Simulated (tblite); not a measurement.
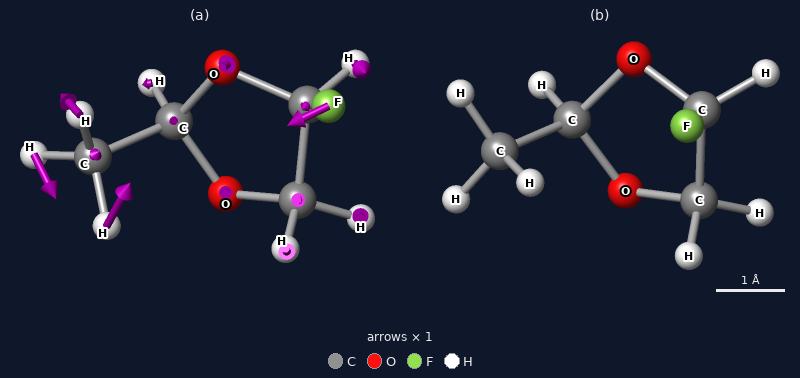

The structure of C$_{4}$H$_{7}$FO$_{2}$ before (left) and after (right) a relaxation, at one scale. The purple arrows give the displacements, at their true length.

A ball-and-stick model, seen face on.

Level of theory: tblite, GFN2-xTB geometry optimisation, gas phase. 

Q: What changed between the two?

A: After 77 geometry steps the energy has fallen by 47.5 kJ/mol. The largest move after the best rigid fit is that of an H atom, 0.99 Å. By element the largest moves are H 0.99 Å, F 0.69 Å, O 0.40 Å, C 0.22 Å. Near-neighbour distances that change, for instance: C–C 1.500 → 1.543 Å, C–O 1.381 → 1.422 Å, C–O 1.373 → 1.406 Å, C–H 1.114 → 1.086 Å. Among the angles between lasting bonds that change: F–C–H 111.0° → 105.5°, C–C–H 107.5° → 112.9°, C–C–O 108.0° → 113.0°. Groups turn about C–C by about 45°, C–O by about 40°, C–O by about 30°. The run took 0.57 s on 1 thread of Arm Neoverse N1, on a shared host.
